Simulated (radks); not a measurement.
## Atomic calculation, with input and output: Ca⁸⁺

- system: the calcium ion Ca⁸⁺ in the configuration [Ne] 3s1.5 4f0.5.
- method: non-relativistic Kohn-Sham, LDA (Slater exchange, Perdew-Zunger correlation), spin-unpolarised, spherical densities, point nucleus (the in-house radial solver radks)

## Input
```
Z 20
configuration [Ne] 3s1.5 4f0.5 3p0 4s0
relativity non-relativistic
functional lda,pz
spin unpolarised
nucleus point
```

Energies in input and log are in hartree, lengths in bohr.

Launched within a batch (the task file carries these settings):
```bash
python <driver script> task.json out
```

## Output
```
1s      1   2.0000        -150.61093512
2s      1   2.0000         -21.24915310
2p      1   6.0000         -18.55121838
3s      1   1.5000          -6.68083997
4f      1   0.5000          -2.32954704
3p      1   0.0000          -5.92876528
4s      1   0.0000          -3.18049352
Etot -651.389577163163
Ekin 650.5989174696902
Encl -1467.344651831154
Eh 194.69071097281204
Exc -29.334553774511235
err 3.9612711486493425e-09
it 14
```

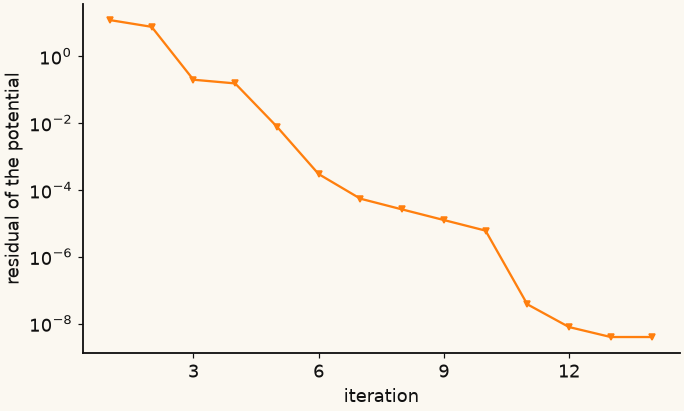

Convergence: residual of the potential against the iteration. The residual falls almost steadily, with no more than small rises or pauses. It goes from 12 to 4.0×10⁻⁹ in 14 steps.

## Orbitals

```csv
orbital,occupation,energy (eV),⟨r⟩ (bohr),outer maximum (bohr)
1s,2,−4098.3,0.07751,0.0509
2s,2,−578.219,0.3640,0.301
2p,6,−504.804,0.3242,0.245
3s,1.5,−181.795,0.9968,0.914
3p,0,−161.330,1.011,0.918
4s,0,−86.546,1.997,1.97
4f,0.5,−63.390,1.956,1.73
```

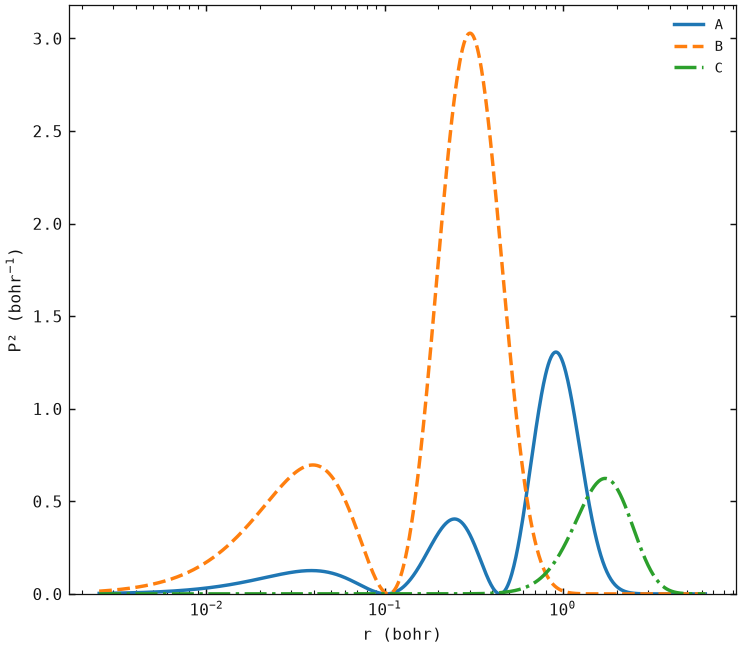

The radial probability densities P² of 2s, 4f and 3s. A is 3s; B is 2s; C is 4f. 2s: outer maximum at 0.301 bohr, ⟨r⟩ = 0.364 bohr, 1 node, eigenvalue −578.2 eV; 3s: outer maximum at 0.914 bohr, ⟨r⟩ = 0.997 bohr, 2 nodes, eigenvalue −181.8 eV; 4f: outer maximum at 1.73 bohr, ⟨r⟩ = 1.96 bohr, 0 nodes, eigenvalue −63.4 eV.

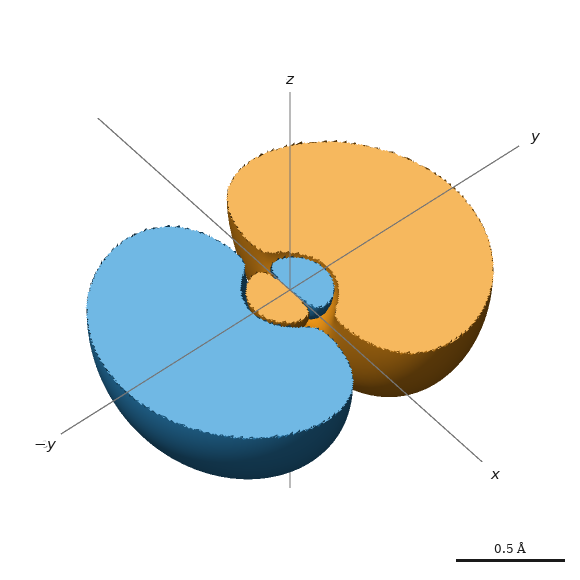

The 3p(y) orbital. The radial function comes from the spherical calculation and is multiplied by a real spherical harmonic; the overall sign is chosen so that the largest lobe of P(r) is positive. The surface of constant |ψ| that holds about 95 % of the electron is drawn, orange where ψ is positive and blue where it is negative, with the half in front of the xy plane cut away and the cut face painted. It has the nodal plane xz and 1 radial node, at r = 0.407 bohr. The outermost maximum of P² lies at 0.918 bohr, ⟨r⟩ = 1.01 bohr, 90 % of the charge lies within 1.50 bohr, and the eigenvalue is −161.3 eV (the orbital is empty).

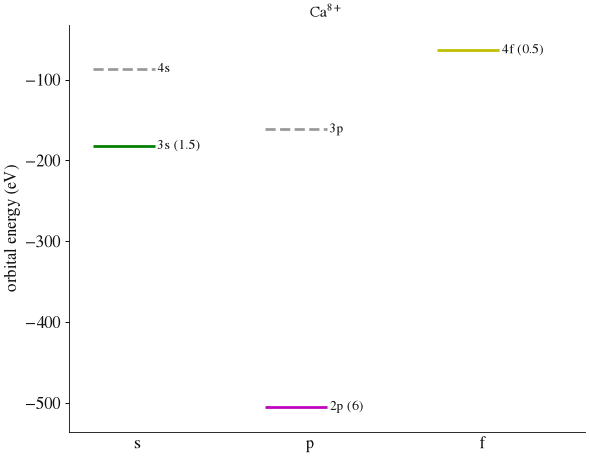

The outer levels are drawn by angular momentum (occupations in brackets, empty levels dashed). The highest occupied level is 4f at −63.4 eV. From the top down the occupied levels run 4f (−63.4 eV), 3s (−181.8 eV), 2p (−504.8 eV). The lowest empty level drawn is 3p at −161.3 eV, below the highest occupied one, so this filling isn't the aufbau one. The order isn't aufbau: the empty 3p and 4s levels lie under the highest occupied one.

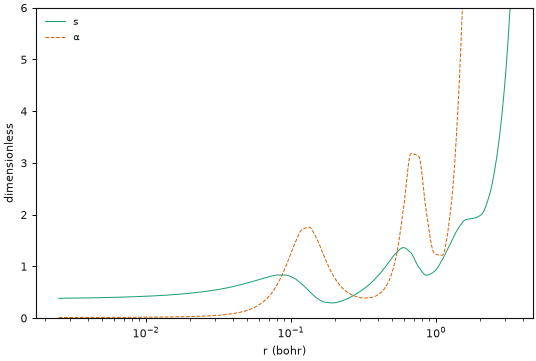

The reduced density gradient s and the kinetic indicator α = (τ − τW)/τunif, the ingredients of GGAs and meta-GGAs. s starts near 0.38 at the inner end, has maxima between the shells at r = 0.082 bohr (0.83) and 0.59 bohr (1.36), and grows in the tail, to 6.0 at 3.2 bohr (off the top of the plot). α peaks at r = 0.13 bohr (1.8) and 0.67 bohr (3.2), where shells overlap, and is small where one s orbital dominates. In the tail α rises again, to 38.8 at the end, as it does where the highest occupied level has l > 0.

## Summary

| quantity | value |
| --- | --- |
| outcome | converged |
| total energy | −651.389577 hartree |
| kinetic energy | 650.598917 hartree |
| electron–nucleus energy | −1467.3447 hartree |
| Hartree energy | 194.690711 hartree |
| exchange–correlation energy | −29.334554 hartree |
| radius at density 0.001 e/bohr³ | 2.85 bohr |
| SCF iterations | 14 |
| hardware | 1 CPU thread, shared host |
